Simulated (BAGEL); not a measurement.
# One shape, several levels: C5H12S (tert-amyl mercaptan)

We compute a comparison of 3 runs (B3LYP/6-31G*, PBE0/6-31G*, RI-MP2/6-31G*) of C5H12S (tert-amyl mercaptan). 

The calculation is run with BAGEL 1.2.2.

4 further runs of the same task are left out: 1 that didn't finish, 3 set aside as unsound or not needed. Runs told in other sessions of the task aren't counted.

### Step 1. The structure to begin with

The species is C5H12S (18 atoms), meant as a singlet with charge 0. SMILES: `CCC(C)(C)S`. Geometry: relaxed at PBE0-D4/def2-TZVP. This is one conformer, not always the lowest.

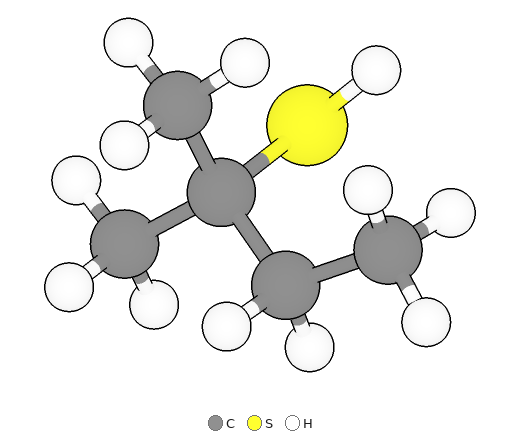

The structure, seen from a chosen angle (carbon grey, sulfur yellow, hydrogen white).

### Step 2. The energy at B3LYP/6-31G(d) (density fitting with cc-pvqz-jkfit, spherical functions) (run 1)

Contents of calc.json:

```json
{ "bagel": [

{
  "title": "molecule",
  "basis": "6-31gs.json",
  "df_basis": "cc-pvqz-jkfit",
  "angstrom": true,
  "geometry": [
    { "atom": "C", "xyz": [   -0.427530,    0.732120,   -1.876320 ] },
    { "atom": "C", "xyz": [    0.494570,   -0.068410,   -0.976560 ] },
    { "atom": "C", "xyz": [   -0.009790,   -0.350710,    0.442370 ] },
    { "atom": "C", "xyz": [    1.022400,   -1.202040,    1.172790 ] },
    { "atom": "C", "xyz": [   -0.265080,    0.931280,    1.220620 ] },
    { "atom": "S", "xyz": [   -1.527650,   -1.384490,    0.417880 ] },
    { "atom": "H", "xyz": [   -1.369300,    0.205920,   -2.047740 ] },
    { "atom": "H", "xyz": [    0.038310,    0.891140,   -2.851140 ] },
    { "atom": "H", "xyz": [   -0.655620,    1.716620,   -1.461320 ] },
    { "atom": "H", "xyz": [    1.450660,    0.461750,   -0.875440 ] },
    { "atom": "H", "xyz": [    0.720390,   -1.027920,   -1.451430 ] },
    { "atom": "H", "xyz": [    0.700830,   -1.424700,    2.192160 ] },
    { "atom": "H", "xyz": [    1.972540,   -0.662900,    1.222160 ] },
    { "atom": "H", "xyz": [    1.196730,   -2.146490,    0.651740 ] },
    { "atom": "H", "xyz": [   -1.047200,    1.538610,    0.761850 ] },
    { "atom": "H", "xyz": [   -0.573100,    0.705230,    2.242560 ] },
    { "atom": "H", "xyz": [    0.649600,    1.532690,    1.259240 ] },
    { "atom": "H", "xyz": [   -2.370770,   -0.447710,   -0.043420 ] }
  ]
},
{
  "title": "ks",
  "xc_func": "b3lyp"
},
{
  "title": "print",
  "file": "orbitals.molden",
  "orbitals": true
}

]}
```

The basis set 6-31G* is read from a file made from the Basis Set Exchange's data (not shown).

The run is started by

```console
BAGEL_NUM_THREADS=1 BAGEL calc.json > calc.out
```

What it wrote:

```text
* using 1 threads per process

  ===============================================================
  ===============================================================

  *** Geometry ***

  { "atom" : "C", "xyz" : [     -0.807915,      1.383506,     -3.545731 ] },
  { "atom" : "C", "xyz" : [      0.934602,     -0.129276,     -1.845431 ] },
  { "atom" : "C", "xyz" : [     -0.018500,     -0.662746,      0.835958 ] },
  { "atom" : "C", "xyz" : [      1.932056,     -2.271526,      2.216252 ] },
  { "atom" : "C", "xyz" : [     -0.500929,      1.759864,      2.306638 ] },
  { "atom" : "S", "xyz" : [     -2.886840,     -2.616307,      0.789679 ] },
  { "atom" : "H", "xyz" : [     -2.587602,      0.389132,     -3.869668 ] },
  { "atom" : "H", "xyz" : [      0.072395,      1.684011,     -5.387874 ] },
  { "atom" : "H", "xyz" : [     -1.238942,      3.243942,     -2.761495 ] },
  { "atom" : "H", "xyz" : [      2.741350,      0.872581,     -1.654342 ] },
  { "atom" : "H", "xyz" : [      1.361340,     -1.942487,     -2.742805 ] },
  { "atom" : "H", "xyz" : [      1.324377,     -2.692293,      4.142582 ] },
  { "atom" : "H", "xyz" : [      3.727560,     -1.252699,      2.309548 ] },
  { "atom" : "H", "xyz" : [      2.261492,     -4.056278,      1.231610 ] },
  { "atom" : "H", "xyz" : [     -1.978921,      2.907552,      1.439688 ] },
  { "atom" : "H", "xyz" : [     -1.083002,      1.332692,      4.237824 ] },
  { "atom" : "H", "xyz" : [      1.227566,      2.896364,      2.379619 ] },
  { "atom" : "H", "xyz" : [     -4.480106,     -0.846049,     -0.082052 ] },

  Number of auxiliary basis functions:     1290

  Since a DF basis is specified, we compute 2- and 3-index integrals:
    o Being stored without compression. Storage requirement is 0.129 GB

  Number of basis functions:      112
  Number of electrons      :       58

    * METHOD: MOLECULE                             2.62

  *** Kohn-Sham DFT ***

    * Removing 40032 points whose weight is below 1.00e-10
    * Grid points: 228276

  === Nuclear Repulsion ===
   323.4556787901

       - DIIS with orbital gradients will be used.

  === KS iteration (b3lyp / 6-31gs.json) ===
      0       -503.92337093          0.16488015           1.42
      1       -423.74216992          0.16294131           1.38
      2       -482.61673285          0.15705132           1.42
      3       -560.01934218          0.12886443           1.45
      4       -584.34443742          0.09570953           1.45
      5       -592.88678406          0.03835701           1.44
      6       -595.57341404          0.01942833           1.49
      7       -595.92953206          0.00401042           1.46
      8       -595.94359720          0.00178765           1.47
      9       -595.94649445          0.00069936           1.44
     10       -595.94694959          0.00013294           1.41
     11       -595.94696781          0.00003669           1.46
     12       -595.94696842          0.00002433           1.46
     13       -595.94696907          0.00000262           1.46
     14       -595.94696908          0.00000078           1.43
     15       -595.94696908          0.00000042           1.39
     16       -595.94696908          0.00000010           1.42
     17       -595.94696908          0.00000004           1.43
     18       -595.94696908          0.00000001           1.43
     19       -595.94696908          0.00000001           1.46
    * SCF iteration converged.

    * Permanent dipole moment:
           (   -0.373926,    -0.591088,     0.112807) a.u.

    * METHOD: KS                                  31.09

    * METHOD: PRINT                                0.02

  ===============================================================
```

Wall time 34 s (1 thread of Arm Neoverse V2, shared host); peak memory 1.2 GiB.

### Step 3. A single-point energy at PBE0/6-31G(d) (density fitting with cc-pvqz-jkfit, spherical functions) (run 2)

Changes to calc.json since step 2:

```diff
@@ -28,11 +28,4 @@
 },
-{
-  "title": "ks",
-  "xc_func": "b3lyp"
-},
-{
-  "title": "print",
-  "file": "orbitals.molden",
-  "orbitals": true
-}
+{ "title": "ks", "xc_func": "pbe0" },
+{ "title": "print", "file": "orbitals.molden", "orbitals": true }
```

The basis set 6-31G* is read from a file made from the Basis Set Exchange's data (not shown).

The run is started by

```console
BAGEL_NUM_THREADS=1 BAGEL calc.json > calc.out
```

What it wrote:

```text
* using 1 threads per process

  ===============================================================
  ===============================================================

  *** Geometry ***

  { "atom" : "C", "xyz" : [     -0.807915,      1.383506,     -3.545731 ] },
  { "atom" : "C", "xyz" : [      0.934602,     -0.129276,     -1.845431 ] },
  { "atom" : "C", "xyz" : [     -0.018500,     -0.662746,      0.835958 ] },
  { "atom" : "C", "xyz" : [      1.932056,     -2.271526,      2.216252 ] },
  { "atom" : "C", "xyz" : [     -0.500929,      1.759864,      2.306638 ] },
  { "atom" : "S", "xyz" : [     -2.886840,     -2.616307,      0.789679 ] },
  { "atom" : "H", "xyz" : [     -2.587602,      0.389132,     -3.869668 ] },
  { "atom" : "H", "xyz" : [      0.072395,      1.684011,     -5.387874 ] },
  { "atom" : "H", "xyz" : [     -1.238942,      3.243942,     -2.761495 ] },
  { "atom" : "H", "xyz" : [      2.741350,      0.872581,     -1.654342 ] },
  { "atom" : "H", "xyz" : [      1.361340,     -1.942487,     -2.742805 ] },
  { "atom" : "H", "xyz" : [      1.324377,     -2.692293,      4.142582 ] },
  { "atom" : "H", "xyz" : [      3.727560,     -1.252699,      2.309548 ] },
  { "atom" : "H", "xyz" : [      2.261492,     -4.056278,      1.231610 ] },
  { "atom" : "H", "xyz" : [     -1.978921,      2.907552,      1.439688 ] },
  { "atom" : "H", "xyz" : [     -1.083002,      1.332692,      4.237824 ] },
  { "atom" : "H", "xyz" : [      1.227566,      2.896364,      2.379619 ] },
  { "atom" : "H", "xyz" : [     -4.480106,     -0.846049,     -0.082052 ] },

  Number of auxiliary basis functions:     1290

  Since a DF basis is specified, we compute 2- and 3-index integrals:
    o Being stored without compression. Storage requirement is 0.129 GB

  Number of basis functions:      112
  Number of electrons      :       58

    * METHOD: MOLECULE                             2.85

  *** Kohn-Sham DFT ***

    * Removing 40032 points whose weight is below 1.00e-10
    * Grid points: 228276

  === Nuclear Repulsion ===
   323.4556787901

       - DIIS with orbital gradients will be used.

  === KS iteration (pbe0 / 6-31gs.json) ===
      0       -503.63196279          0.16441370           1.44
      1       -424.22476076          0.16032987           1.41
      2       -482.49568101          0.15599420           1.39
      3       -560.04702095          0.12611698           1.42
      4       -585.31837732          0.08836972           1.38
      5       -588.29025013          0.05206949           1.43
      6       -595.39196644          0.01229215           1.40
      7       -595.44898251          0.01001797           1.42
      8       -595.53664779          0.00275318           1.38
      9       -595.54380141          0.00054186           1.40
     10       -595.54404702          0.00013178           1.40
     11       -595.54406321          0.00003707           1.40
     12       -595.54406441          0.00000788           1.43
     13       -595.54406448          0.00000255           1.39
     14       -595.54406448          0.00000060           1.39
     15       -595.54406448          0.00000015           1.40
     16       -595.54406448          0.00000005           1.41
     17       -595.54406448          0.00000002           1.42
     18       -595.54406448          0.00000001           1.34
    * SCF iteration converged.

    * Permanent dipole moment:
           (   -0.385747,    -0.616838,     0.120320) a.u.

    * METHOD: KS                                  28.94

    * METHOD: PRINT                                0.02

  ===============================================================
```

Run time: 32 s. Hardware: 1 thread of Arm Neoverse V2, shared host; peak memory 1.2 GiB.

### Step 4. A single-point energy at RI-MP2/6-31G(d) (density fitting with cc-pvqz-jkfit, spherical functions) (run 3)

Contents of mp2.json:

```json
{ "bagel" : [

{
  "title" : "molecule",
  "basis" : "6-31gs.json",
  "df_basis" : "cc-pvqz-jkfit",
  "angstrom" : true,
  "geometry" : [
    { "atom" : "C", "xyz" : [   -0.427530,    0.732120,   -1.876320 ] },
    { "atom" : "C", "xyz" : [    0.494570,   -0.068410,   -0.976560 ] },
    { "atom" : "C", "xyz" : [   -0.009790,   -0.350710,    0.442370 ] },
    { "atom" : "C", "xyz" : [    1.022400,   -1.202040,    1.172790 ] },
    { "atom" : "C", "xyz" : [   -0.265080,    0.931280,    1.220620 ] },
    { "atom" : "S", "xyz" : [   -1.527650,   -1.384490,    0.417880 ] },
    { "atom" : "H", "xyz" : [   -1.369300,    0.205920,   -2.047740 ] },
    { "atom" : "H", "xyz" : [    0.038310,    0.891140,   -2.851140 ] },
    { "atom" : "H", "xyz" : [   -0.655620,    1.716620,   -1.461320 ] },
    { "atom" : "H", "xyz" : [    1.450660,    0.461750,   -0.875440 ] },
    { "atom" : "H", "xyz" : [    0.720390,   -1.027920,   -1.451430 ] },
    { "atom" : "H", "xyz" : [    0.700830,   -1.424700,    2.192160 ] },
    { "atom" : "H", "xyz" : [    1.972540,   -0.662900,    1.222160 ] },
    { "atom" : "H", "xyz" : [    1.196730,   -2.146490,    0.651740 ] },
    { "atom" : "H", "xyz" : [   -1.047200,    1.538610,    0.761850 ] },
    { "atom" : "H", "xyz" : [   -0.573100,    0.705230,    2.242560 ] },
    { "atom" : "H", "xyz" : [    0.649600,    1.532690,    1.259240 ] },
    { "atom" : "H", "xyz" : [   -2.370770,   -0.447710,   -0.043420 ] }
  ]
},
{ "title" : "hf" },
{ "title" : "mp2", "ncore" : 10 }

]}
```

The basis set 6-31G* is read from a file made from the Basis Set Exchange's data (not shown).

The run is started by

```console
BAGEL_NUM_THREADS=1 BAGEL mp2.json > mp2.out
```

What it wrote:

```text
* using 1 threads per process

  ===============================================================
  ===============================================================

  *** Geometry ***

  { "atom" : "C", "xyz" : [     -0.807915,      1.383506,     -3.545731 ] },
  { "atom" : "C", "xyz" : [      0.934602,     -0.129276,     -1.845431 ] },
  { "atom" : "C", "xyz" : [     -0.018500,     -0.662746,      0.835958 ] },
  { "atom" : "C", "xyz" : [      1.932056,     -2.271526,      2.216252 ] },
  { "atom" : "C", "xyz" : [     -0.500929,      1.759864,      2.306638 ] },
  { "atom" : "S", "xyz" : [     -2.886840,     -2.616307,      0.789679 ] },
  { "atom" : "H", "xyz" : [     -2.587602,      0.389132,     -3.869668 ] },
  { "atom" : "H", "xyz" : [      0.072395,      1.684011,     -5.387874 ] },
  { "atom" : "H", "xyz" : [     -1.238942,      3.243942,     -2.761495 ] },
  { "atom" : "H", "xyz" : [      2.741350,      0.872581,     -1.654342 ] },
  { "atom" : "H", "xyz" : [      1.361340,     -1.942487,     -2.742805 ] },
  { "atom" : "H", "xyz" : [      1.324377,     -2.692293,      4.142582 ] },
  { "atom" : "H", "xyz" : [      3.727560,     -1.252699,      2.309548 ] },
  { "atom" : "H", "xyz" : [      2.261492,     -4.056278,      1.231610 ] },
  { "atom" : "H", "xyz" : [     -1.978921,      2.907552,      1.439688 ] },
  { "atom" : "H", "xyz" : [     -1.083002,      1.332692,      4.237824 ] },
  { "atom" : "H", "xyz" : [      1.227566,      2.896364,      2.379619 ] },
  { "atom" : "H", "xyz" : [     -4.480106,     -0.846049,     -0.082052 ] },

  Number of auxiliary basis functions:     1290

  Since a DF basis is specified, we compute 2- and 3-index integrals:
    o Being stored without compression. Storage requirement is 0.129 GB

  Number of basis functions:      112
  Number of electrons      :       58

    * METHOD: MOLECULE                             2.73

  *** RHF ***

  === Nuclear Repulsion ===
   323.4556787901

      * DIIS with orbital gradients will be used.

  === RHF iteration (6-31gs.json) ===
      0       -593.66728398          0.01217177           0.54
      1       -593.81505737          0.00394223           0.53
      2       -593.83151485          0.00145411           0.54
      3       -593.83370993          0.00027064           0.56
      4       -593.83378752          0.00006347           0.52
      5       -593.83379364          0.00001192           0.53
      6       -593.83379394          0.00000466           0.53
      7       -593.83379399          0.00000141           0.55
      8       -593.83379399          0.00000042           0.55
      9       -593.83379399          0.00000017           0.52
     10       -593.83379399          0.00000006           0.54
     11       -593.83379399          0.00000002           0.53
     12       -593.83379399          0.00000001           0.55
    * SCF iteration converged.

    * Permanent dipole moment:
           (   -0.397629,    -0.620922,     0.122909) a.u.

    * METHOD: HF                                   7.93

  *** RHF ***

  === Nuclear Repulsion ===
   323.4556787901

      * DIIS with orbital gradients will be used.

  === RHF iteration (6-31gs.json) ===
      0       -593.83379399          0.00000000           0.51
    * SCF iteration converged.

    * Permanent dipole moment:
           (   -0.397629,    -0.620921,     0.122908) a.u.

  === DF-MP2 calculation ===

    * freezing 10 orbitals
    * 3-index integral transformation done
    * assembly done

      MP2 correlation energy:   -0.7812471716      0.39

      MP2 total energy:       -594.6150411643

    * METHOD: MP2                                  1.52

  ===============================================================
```

Wall time 13 s (1 thread of Arm Neoverse V2, shared host); peak memory 0.42 GiB.

### Step 5. All runs side by side

| run | level | frozen core orbitals | energy (Eh) | dipole moment (D) | HOMO energy (eV) | LUMO energy (eV) | wall time |
| --- | --- | --- | --- | --- | --- | --- | --- |
| 1 | B3LYP/6-31G* (density fitting with cc-pvqz-jkfit, spherical functions) | – | -595.946969 | 1.80 | -6.30 | 0.89 | 34 s |
| 2 | PBE0/6-31G* (density fitting with cc-pvqz-jkfit, spherical functions) | – | -595.544064 | 1.87 | -6.58 | 1.10 | 32 s |
| 3 | RI-MP2/6-31G* (density fitting with cc-pvqz-jkfit, spherical functions) | 10 | -594.615041 | – | – | – | 13 s |

### Step 6. Results

| quantity | value |
| --- | --- |
| run 3: total energy | -594.61504 Eh |
| run 3: correlation energy (10 core orbitals frozen) | -781.2 mEh |

What this shows: Totals of different functionals can't be ranked against each other. All runs together took 79 s, the longest 34 s.
